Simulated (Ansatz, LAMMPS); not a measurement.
# Relaxing amorphous 25SiO2-75GeO2 (mol %) (96 atoms), part 4 of 4

Wanted: the relaxed structure of amorphous 25SiO2-75GeO2 (mol %) (96 atoms) and its electronic structure.

Ansatz 0.2.0; Kohn-Sham DFT, PBE, PAW (set soft_2), plane waves.

The cell: 8 Si, 24 Ge and 64 O. The quench rate of 50 K/ps is orders of magnitude faster than experiment. The starting topology of bonds comes from the classical model. Only the Γ point is sampled, in a cell whose shortest periodic width is 11 Å.

So far. Step 4 (Cell and atoms relaxed): The relaxation changed the energy by -100 meV/atom, and atoms moved by 0.38 Å r.m.s., 0.86 Å at most.

## (7) Functional HSE06

HSE06 mixes in a quarter of exact exchange at short range, which counters self-interaction, at a higher cost.

This step: Kohn-Sham DFT, HSE06, PAW (set soft_2), plane waves (Ansatz 0.2.0).

input.yaml reads:

```yaml
crystal:
  lattice:
    - [11.61729, -0.66005, -0.32608]
    - [-0.66005, 10.87816, -0.13732]
    - [-0.32608, -0.13732, 11.54514]
  atoms:
    [... the 96 atom lines of step 6 ...]
kpoints:
  mp_grid: { grid: [1, 1, 1] }
hamiltonian:
  xc: hse06
scf:
  occupations: { method: fermi_dirac, width: 0.025 }
output:
  forces: true
  stress: true
  populations: true
  dos:
    method: { smearing: { sigma: 0.08 } }
    de: 0.05
    projected: { site_lists: { Ge: [Ge], O: [O], Si: [Si] } }
  eigenvalues: true
```

On the command line:

```sh
$ ansatz run input.yaml --threads 4 --pin off --max-ram 8192MiB --backend cpu --events-out ev --progress --plain --runs-dir out
```

Numbers of over 12 decimals in the logs are rounded to 6 here.

What it wrote:

```text
Warning: output.stress: scf.convergence.dr2_threshold = 1e-7 eV (the SCF's general default) is looser than the 1.6e-9 eV advised for a printed stress (1e-10 eV for each atom of the cell: 96, of which 16 are counted). What an SCF threshold leaves in a stress goes as its square root, and in the free energy as the threshold itself, and one threshold admits the most on a small cell: [...]
Warning: output.stress: scf.exx.energy_threshold = 1e-6 eV is looser than the 1.6e-7 eV advised for a stress under a hybrid functional (1e-8 eV for each atom of the cell: 96, of which 16 are counted). Every SCF of the exchange loop can meet its threshold on dr2 while the loop round them stops early: [...]
exact exchange: scf.exx.singularity resolves to wigner_seitz, which cuts the screened interaction at the faces of the exchange supercell's Wigner-Seitz cell, so that each pair interacts once, at the shortest of its separations (the periodic images that this leaves out come, [...]
[...]
Crystal: 96 atoms, lattice volume = 1452.549 Å³
Basis set: ecut = 420 eV, 28405 PW (Γ), exchange–correlation on 160×150×160 points (8 copies of the dense FFT grid, shifted against one another)
Bands: 472, of which v1, the nominal top of the filled ones, is band 376 counted from 1 (375 counted from 0)
Symmetry: 1 space group operations
[...]
k-points: 1
[...]
SCF iter   1: F=—  HF=-144498.362483 eV  |F-HF|=—  |Δ(HF+E_count)|=         —  Δρ=2.43e-3  dr2=1.16e-1  ethr=1.77e-3  ⟨swp⟩=14.0  Hψ=2180  notcnv=0
[...]
SCF iter   4: F=—  HF=-144498.359959 eV  |F-HF|=—  |Δ(HF+E_count)|=   2.65e-3  Δρ=3.33e-4  dr2=9.70e-4  ethr=5.28e-7  ⟨swp⟩=6.0  Hψ=1049  notcnv=0  defer=8
SCF iter   5: F=-144498.360568 eV  HF=-144498.360513 eV  |F-HF|=5.51e-5  |Δ(HF+E_count)|=   5.54e-4  Δρ=1.05e-4  dr2=8.78e-5  ethr=1.29e-7  ⟨swp⟩=4.0  Hψ=1050  notcnv=0  defer=8
SCF 1 stopped early in 5 iterations: F = -144498.360568 eV  dr2 = 8.78e-5
[...]
Exchange kernel: α = 0.2500, screened, ω = 0.2079 Å⁻¹, Wigner–Seitz truncation, v(0) = 959.5831 eV·Å³, q-mesh 1×1×1, nearest image of the exchange supercell L = 10.90 Å, pair-density grid 60×54×60, without the augmentation charges, whose exchange is taken in its separable form (sized by the pseudopotential files, [...]
Frozen-core exchange: fock
SCF iter   1: F=—  HF=-144513.725103 eV  |F-HF|=—  |Δ(HF+E_count)|=         —  Δρ=1.03e-2  dr2=8.83e-1  ethr=1.17e-7  ⟨swp⟩=20.0  Hψ=2840  notcnv=0
[...]
SCF iter   6: F=—  HF=-144513.625150 eV  |F-HF|=—  |Δ(HF+E_count)|=   7.17e-4  Δρ=9.85e-5  dr2=1.51e-4  ethr=1.17e-7  ⟨swp⟩=4.0  Hψ=1157  notcnv=0
SCF iter   7: F=-144513.625104 eV  HF=-144513.625113 eV  |F-HF|=8.75e-6  |Δ(HF+E_count)|=   3.72e-5  Δρ=2.77e-5  dr2=2.77e-5  ethr=1.75e-8  ⟨swp⟩=4.0  Hψ=1029  notcnv=0
SCF 2 stopped early in 7 iterations: F = -144513.625104 eV  dr2 = 2.77e-5
  Residual-converged pass: ⟨swp⟩=4.0  Hψ=1290  notcnv=0  max |occ|·‖R‖ = 5.9e-6 eV (tolerance 6.7e-6 eV)  dr2=2.79e-5  dr2_onsite=6.11e-7  max |Δocc| = 0.0e0
hybrid outer 1: dexx = +3.541e-1 eV, tail = 1.30e-3 eV
[...]
Frozen-core exchange: fock
SCF iter   1: F=—  HF=-144513.626434 eV  |F-HF|=—  |Δ(HF+E_count)|=         —  Δρ=8.94e-5  dr2=1.10e-4  ethr=8.63e-7  ⟨swp⟩=13.0  Hψ=1193  notcnv=0
[...]
SCF iter   6: F=—  HF=-144513.626437 eV  |F-HF|=—  |Δ(HF+E_count)|=   1.69e-8  Δρ=9.92e-7  dr2=1.42e-8  ethr=8.63e-12  ⟨swp⟩=6.0  Hψ=1138  notcnv=0  defer=10
SCF iter   7: F=-144513.626437 eV  HF=-144513.626437 eV  |F-HF|=4.07e-10  |Δ(HF+E_count)|=   3.73e-9  Δρ=2.80e-7  dr2=1.36e-9  ethr=2.81e-12 (applied; sched 1.59e-12)  ⟨swp⟩=5.0  Hψ=898  notcnv=0  defer=9
SCF 3 converged in 7 iterations: F = -144513.626437 eV  dr2 = 1.36e-9
[...]
hybrid outer 2: dexx = +9.502e-6 eV, tail = 1.16e-7 eV, Δε = 3.62e-3 eV (about 5.42e-5 eV left of the loop's levels), ΔF = 8.76e-3 eV/Å (tail 6.34e-4)
[...]
Frozen-core exchange: fock
SCF iter   1: F=—  HF=-144513.626437 eV  |F-HF|=—  |Δ(HF+E_count)|=         —  Δρ=1.20e-6  dr2=1.06e-8  ethr=7.70e-11  ⟨swp⟩=20.0  Hψ=1662  notcnv=9
[...]
SCF iter   2: F=-144513.626437 eV  HF=-144513.626437 eV  |F-HF|=3.49e-10  |Δ(HF+E_count)|=   2.88e-9  Δρ=2.80e-7  dr2=1.10e-9  ethr=2.71e-12 (applied; sched 1.29e-12)  ⟨swp⟩=4.0  Hψ=972  notcnv=0
SCF 4 converged in 2 iterations: F = -144513.626437 eV  dr2 = 1.10e-9
[...]
hybrid SCF converged: 3 outer / 16 inner (+5 warm-up), last move |dexx| = 3.99e-9 eV, tail = 2.38e-9 eV
Stability not checked: this state was not tested for a lower state beside it, because the functional holds exact exchange (a hybrid, or Hartree-Fock), whose exchange loop this test does not read (fock_operator; see scf.lower_state_search)
Free energy (F): -144513.626437 eV
Frozen-core exchange: fock
[...]
Internal energy: -144513.626437 eV  (E = F + TS)
E sigma→0 (E₀):  -144513.626437 eV
Fermi energy:    3.775254 eV
[...]
Σ components = -144513.626437   (vs F -144513.626437, Δ=0.00e0)
--- Forces (eV/Å), atoms counted from 1 ---
  atom   1  Si    -0.06612556     0.00078774     0.07653611
  atom   2  Si    -0.18899543     0.00428958    -0.01394899
  atom   3  Si     0.00916206     0.03899895     0.02478741
  atom   4  Si    -0.01517738     0.02717225     0.08945374
[...]
atom  96  O      0.08764689     0.61265393     0.02969942
  max |Σ_I F_I| component: 2.71e-4 eV/Å
--- Stress (GPa, compression-positive) ---
       -5.738141      -0.056218       0.012632
       -0.056219      -5.769347       0.032043
        0.012631       0.032042      -5.955063
  P = ⅓ Tr σ = -5.8209 GPa (-58.209 kbar)
--- Band table (eV) ---
[...]
--- Löwdin populations: 96 sites ---
  site symbol       q [e]
     0     Si      2.1793
     1     Si      2.1764
     2     Si      2.1896
[...]
95      O      6.7689
  spilling = 0.006926 (of n_electrons = 752.000000)
```

Elapsed: 8.7 min, on 4 threads of Arm Neoverse V2, shared host; peak memory 5.4 GiB.

The program notes that the exchange threshold is loose for the stress and the SCF threshold is loose for the stress.

Geometry and reference: those of the single point at the relaxed geometry.

Forces differ from those of the single point at the relaxed geometry by 265 meV/Å r.m.s.; the pressure by -5.8 GPa and the gap by +1.8 eV. It took 8.7 min and 21 cycles; the reference's time can't be set against it, since the two runs asked for unlike analyses.

Read from the output:

| Property | Result |
| --- | --- |
| free energy | -144513.6264 eV |
| free energy per atom | -1505.3503 eV/atom |
| SCF cycles | 21 |
| pressure | -5.821 GPa |
| r.m.s. force component | 0.2653 eV/Å |
| longest force | 0.8036 eV/Å |
| Fermi energy | 3.775 eV |
| gap (highest filled to lowest empty level) | 4.394 eV |
| spilling of the projection | 0.006926 |

Length of the force by element and coordination:

```csv
element,coordination,atoms,mean length of the force (eV/Å),spread,least,most
Ge,all,24,0.141,0.0632,0.0642,0.284
Ge,4,23,0.135,0.0569,0.0642,0.272
Ge,5,1,0.284,0,0.284,0.284
O,all,64,0.531,0.156,0.124,0.804
O,2,63,0.537,0.150,0.124,0.804
O,3,1,0.157,0,0.157,0.157
Si,all,8,0.102,0.0421,0.0471,0.190
```

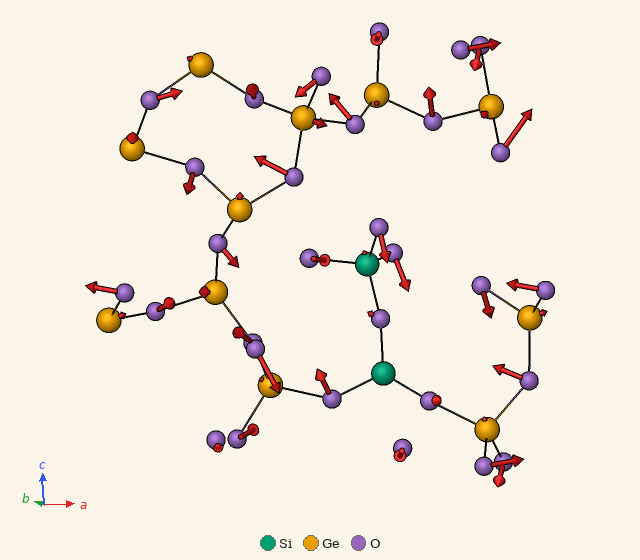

Forces as arrows; the longest in the cell is 0.804 eV/Å. Drawn is a slice 4 Å thick, seen along the normal of the ac plane. Bonds to atoms that aren't drawn are left out.

Löwdin charges by element and coordination (they lack the spilled electrons, 0.054 e an atom on average):

```csv
element,coordination,atoms,mean charge (e),spread,least,most
Ge,all,24,1.70,0.0201,1.65,1.74
Ge,4,23,1.70,0.0179,1.66,1.74
Ge,5,1,1.65,0,1.65,1.65
O,all,64,-0.783,0.018,-0.831,-0.730
O,2,63,-0.784,0.0168,-0.831,-0.751
O,3,1,-0.730,0,-0.730,-0.730
Si,all,8,1.82,0.0122,1.81,1.85
```

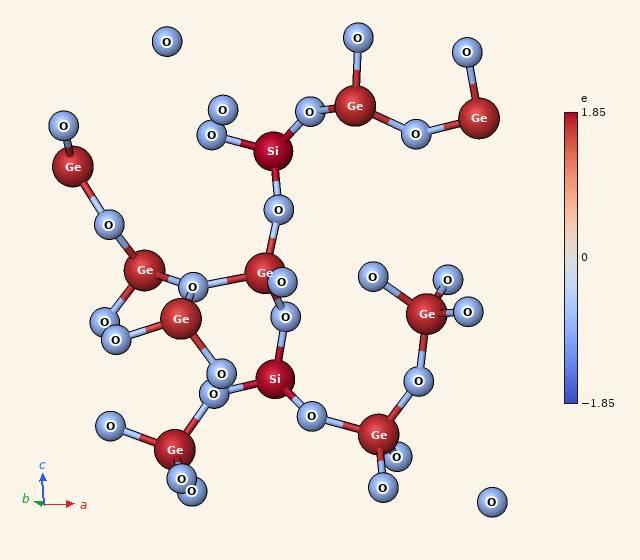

Atoms coloured by Löwdin charge. Drawn is a stretch of 10 Å of the 12 Å that the cell measures along a and a slice 4 Å thick, seen along the normal of the ac plane. Bonds to atoms that aren't drawn are left out.

Density of states as counts of states in windows of 1 eV (from the Fermi level), total and the larger projections:

```csv
from (eV),to (eV),total,O p,Ge p,Ge s
-14,-13,0.0,0.0,0.0,0.0
-13,-12,3.4,2.0,0.1,0.9
-12,-11,16.6,10.0,0.4,4.3
-11,-10,12.9,8.0,0.6,2.7
-10,-9,18.8,12.3,1.4,2.8
-9,-8,16.2,11.5,1.9,1.0
-8,-7,42.4,31.9,7.1,0.3
-7,-6,28.6,22.2,4.3,0.2
-6,-5,46.8,39.6,3.1,0.3
-5,-4,72.1,66.1,2.2,0.2
-4,-3,102.9,99.0,1.2,0.2
-3,-2,23.4,22.7,0.2,0.0
-2,2,0.0,0.0,0.0,0.0
2,3,2.0,0.3,0.1,1.0
3,4,7.8,1.7,0.8,3.5
4,5,14.0,3.1,1.7,5.9
```

Between -26 and -14 eV lie 128 more states.

The stored curve holds about 512 of the 752 electrons; the rest, give or take the few that broadening carries across the Fermi level, lie in deeper levels below its range.

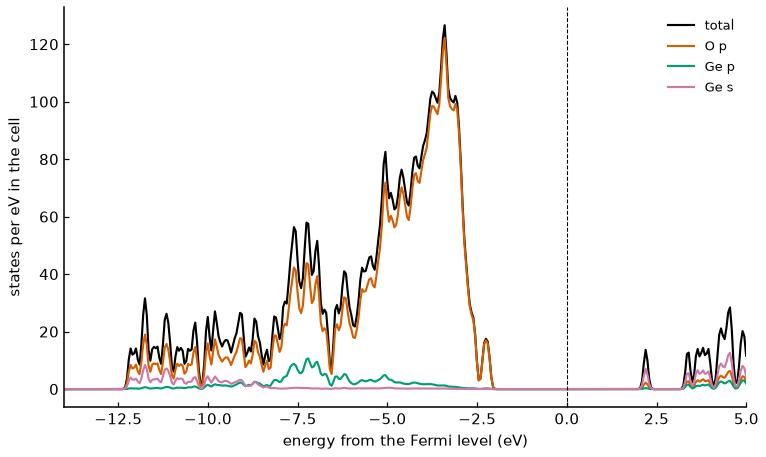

Total and projected density of states, with the broadening of the input.

The levels nearest the highest filled one (over half full), pooled over k-points and spins:

```csv
level less the highest filled one (eV),occupation
-0.587,2
-0.519,2
-0.441,2
-0.367,2
-0.111,2
0,2
4.39,0
5.57,0
5.83,0
5.98,0
6.14,0
6.44,0
```

## (8) Functional r2SCAN (500 eV)

The meta-GGA r2SCAN uses the kinetic energy density as well as the density and its gradient. Besides, the cutoff goes from 420 to 500 eV.

This step: Kohn-Sham DFT, r2SCAN, PAW (set soft_2), plane waves (Ansatz 0.2.0).

input.yaml, as its differences from that of step 7:

```diff
@@ -10,3 +10,3 @@
 hamiltonian:
-  xc: hse06
+  xc: r2scan
 scf:
```

What it wrote:

```text
[...]
Crystal: 96 atoms, lattice volume = 1452.549 Å³
Basis set: ecut = 500 eV, 36871 PW (Γ), exchange–correlation on 360×320×360 points (64 copies of the dense FFT grid, shifted against one another)
Bands: 472, of which v1, the nominal top of the filled ones, is band 376 counted from 1 (375 counted from 0)
Symmetry: 1 space group operations
[...]
k-points: 1
[...]
SCF iter   1: F=—  HF=-144794.554636 eV  |F-HF|=—  |Δ(HF+E_count)|=         —  Δρ=8.48e-3  dr2=7.80e-1  dr2_τ=5.56e0  ethr=1.77e-3  ⟨swp⟩=5.0  Hψ=1770  notcnv=0  defer=70
[...]
SCF iter   9: F=—  HF=-144795.886350 eV  |F-HF|=—  |Δ(HF+E_count)|=   3.85e-7  Δρ=2.90e-6  dr2=1.14e-7  dr2_τ=1.16e-8  ethr=1.33e-11  ⟨swp⟩=12.0  Hψ=2391  notcnv=0
SCF iter  10: F=-144795.886350 eV  HF=-144795.886350 eV  |F-HF|=9.26e-9  |Δ(HF+E_count)|=   2.83e-8  Δρ=7.21e-7  dr2=8.17e-9  dr2_τ=7.65e-10  ethr=1.33e-11  ⟨swp⟩=4.0  Hψ=1238  notcnv=0
SCF 1 converged in 10 iterations: F = -144795.886350 eV  dr2 = 8.17e-9
[...]
SCF converged after 10 iterations
Free energy (F): -144795.886350 eV
[...]
Internal energy: -144795.886350 eV  (E = F + TS)
E sigma→0 (E₀):  -144795.886350 eV
Fermi energy:    4.004067 eV
[...]
Σ components = -144795.886350   (vs F -144795.886350, Δ=0.00e0)
--- Forces (eV/Å), atoms counted from 1 ---
  atom   1  Si    -0.07798744     0.01942347     0.05367757
  atom   2  Si    -0.14384117    -0.00391261    -0.01784613
  atom   3  Si     0.00105251     0.04694855     0.03210098
  atom   4  Si    -0.02216387     0.01804772     0.08714439
[...]
atom  96  O      0.07399026     0.47988926     0.02100553
  max |Σ_I F_I| component: 4.63e-5 eV/Å
--- Stress (GPa, compression-positive) ---
       -5.566764      -0.063178       0.013537
       -0.063179      -5.615739       0.036990
        0.013542       0.036990      -5.726313
  P = ⅓ Tr σ = -5.6363 GPa (-56.363 kbar)
--- Band table (eV) ---
[...]
--- Löwdin populations: 96 sites ---
  site symbol       q [e]
     0     Si      2.1748
     1     Si      2.1719
     2     Si      2.1859
[...]
95      O      6.7608
  spilling = 0.006819 (of n_electrons = 752.000000)
```

It took 66 s on 4 threads; peak memory 4.3 GiB; 4.4 min of CPU time.

Geometry and reference: those of the single point at the relaxed geometry.

Forces differ from those of the single point at the relaxed geometry by 207 meV/Å r.m.s.; the pressure by -5.6 GPa and the gap by +0.59 eV. It took 66 s and 10 cycles; the reference's time can't be set against it, since the two runs asked for unlike analyses.

## (9) Functional PBEsol

PBEsol restores the gradient expansion of exchange for slowly varying densities and usually gives shorter bonds in solids than PBE.

This step: Kohn-Sham DFT, PBEsol, PAW (set soft_2), plane waves (Ansatz 0.2.0).

input.yaml, as its differences from that of step 8:

```diff
@@ -10,3 +10,3 @@
 hamiltonian:
-  xc: r2scan
+  xc: pbesol
 scf:
```

What it wrote:

```text
[...]
Crystal: 96 atoms, lattice volume = 1452.549 Å³
Basis set: ecut = 420 eV, 28405 PW (Γ), exchange–correlation on 160×150×160 points (8 copies of the dense FFT grid, shifted against one another)
Bands: 472, of which v1, the nominal top of the filled ones, is band 376 counted from 1 (375 counted from 0)
Symmetry: 1 space group operations
[...]
k-points: 1
[...]
SCF iter   1: F=—  HF=-142967.327683 eV  |F-HF|=—  |Δ(HF+E_count)|=         —  Δρ=1.23e-2  dr2=1.75e0  ethr=1.77e-3  ⟨swp⟩=5.0  Hψ=1890  notcnv=0  defer=69
[...]
SCF iter   9: F=—  HF=-142966.841796 eV  |F-HF|=—  |Δ(HF+E_count)|=   1.38e-6  Δρ=3.73e-6  dr2=2.06e-7  ethr=1.80e-10  ⟨swp⟩=2.0  Hψ=757  notcnv=0  defer=91
SCF iter  10: F=-142966.841796 eV  HF=-142966.841796 eV  |F-HF|=4.74e-9  |Δ(HF+E_count)|=   1.88e-7  Δρ=2.17e-6  dr2=6.49e-8  ethr=1.33e-11  ⟨swp⟩=12.0  Hψ=2242  notcnv=0
SCF 1 converged in 10 iterations: F = -142966.841796 eV  dr2 = 6.49e-8
[...]
SCF converged after 10 iterations
Free energy (F): -142966.841796 eV
[...]
Internal energy: -142966.841796 eV  (E = F + TS)
E sigma→0 (E₀):  -142966.841796 eV
Fermi energy:    4.011840 eV
[...]
Σ components = -142966.841796   (vs F -142966.841796, Δ=0.00e0)
--- Forces (eV/Å), atoms counted from 1 ---
  atom   1  Si     0.02115431     0.03132628    -0.05960457
  atom   2  Si     0.05384518     0.00316684    -0.01844676
  atom   3  Si    -0.02636428    -0.01106241    -0.00163046
  atom   4  Si     0.00468391    -0.00703763     0.01420189
[...]
atom  96  O      0.05899097     0.22677374    -0.02094454
  max |Σ_I F_I| component: 6.11e-5 eV/Å
--- Stress (GPa, compression-positive) ---
       -3.342754      -0.019085       0.011184
       -0.019085      -3.365450       0.040970
        0.011184       0.040970      -3.341720
  P = ⅓ Tr σ = -3.3500 GPa (-33.500 kbar)
--- Band table (eV) ---
[...]
--- Löwdin populations: 96 sites ---
  site symbol       q [e]
     0     Si      2.2683
     1     Si      2.2661
     2     Si      2.2795
[...]
95      O      6.7109
  spilling = 0.006826 (of n_electrons = 752.000000)
```

The job ended after 28 s (4 threads; peak memory 2.1 GiB; 1.8 min of CPU time).

Geometry and reference: those of the single point at the relaxed geometry.

Forces differ from those of the single point at the relaxed geometry by 98 meV/Å r.m.s.; the pressure by -3.4 GPa and the gap by -0.047 eV.

## (10) The ladder side by side

Each row is set against the single point at the relaxed geometry (Kohn-Sham DFT, PBE, PAW (set soft_2), plane waves; r.m.s. force component 0.00519 eV/Å). Times are for 4 threads of Arm Neoverse V2, shared host. The reference's time includes grids, which some other runs skip.

```csv
run,"Δ force, r.m.s. (meV/Å)",Δ pressure (GPa),Δ gap (eV),cycles,time,host memory (GiB)
reference,-,-,-,9,28 s,2.1
functional HSE06,265,-5.83,1.80,21,8.7 min,5.4
functional r2SCAN (500 eV),207,-5.65,0.593,10,66 s,4.3
functional PBEsol,98.1,-3.36,-0.0468,10,28 s,2.1
```

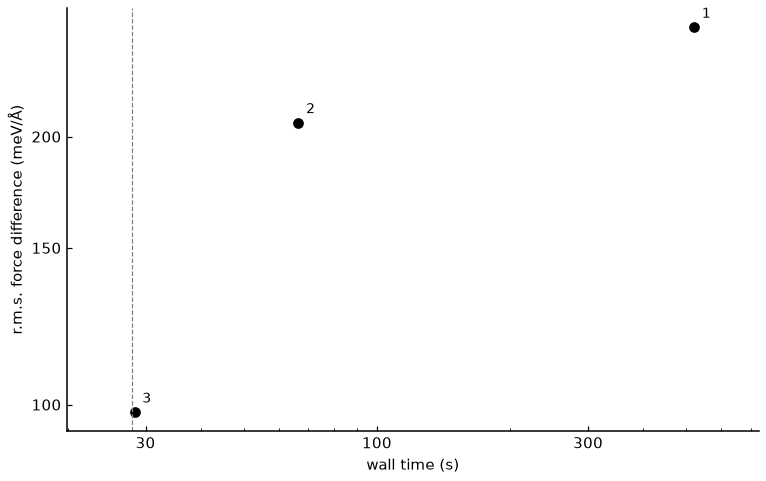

Force difference from the reference against wall time; the dashed line marks the reference's time. Points: 1 functional HSE06; 2 functional r2SCAN (500 eV); 3 functional PBEsol.

## (11) Outcome

```json
{
  "energy change in the relaxation": "-100 meV/atom",
  "r.m.s. displacement": "0.383 Å",
  "largest displacement": "0.865 Å",
  "free energy per atom": "-1505.1899 eV/atom",
  "pressure": "0.01105 GPa",
  "r.m.s. force component": "0.00519 eV/Å",
  "gap (highest filled to lowest empty level)": "2.599 eV",
  "wall time of the 6 DFT runs": "22 min"
}
```

What this shows: Relaxation lowers the energy by 100 meV/atom and moves atoms by 0.38 Å r.m.s.; the r.m.s. force component goes from 0.73 to 0.0052 eV/Å. Displacements are taken in the final cell, so they leave out its strain. By the final cutoffs 1 of 129 bonded pairs parted and 1 joined. The cell shrank by 3.5 % in volume. First to last step the energy falls by 9.601 eV, across changes of basis; the largest move, 0.86 Å, is that of O64. The O-Ge bonds change most in mean length: from 1.733 Å (spread 0.041) to 1.774 Å (spread 0.039). Counting bonds as in the table, 96 % of Ge atoms have 4, 98 % of O atoms have 2 and all Si atoms have 4 bonded neighbours. 98 % of the oxygens bridge two formers (Si and Ge) and 0 % are non-bridging; 2 % join three. The highest filled and lowest empty levels differ by 2.60 eV (at Γ alone); a semilocal functional tends to put such gaps too low. In a disordered cell it changes from sample to sample, and tail or defect levels can set it.

Among the changes of functional, dispersion, potentials or spin set against this reference, functional HSE06 moves the forces most, by 265 meV/Å r.m.s. The gap changes by +1.80 eV with HSE06.

**Limits.** The starting topology of bonds comes from the classical model; in DFT 1 of its 129 bonded pairs passed out of the cutoffs and 1 came within them.

[Logs are printed without paths, hosts, clocks, repeated set-up lines and the standing remarks that a program may print on its own settings, such as how far it seeks lower states.]

[Hosts, paths, dates, database ids (printed as entryN), source tags and the programs' standing remarks are cut or masked in the printed files.]
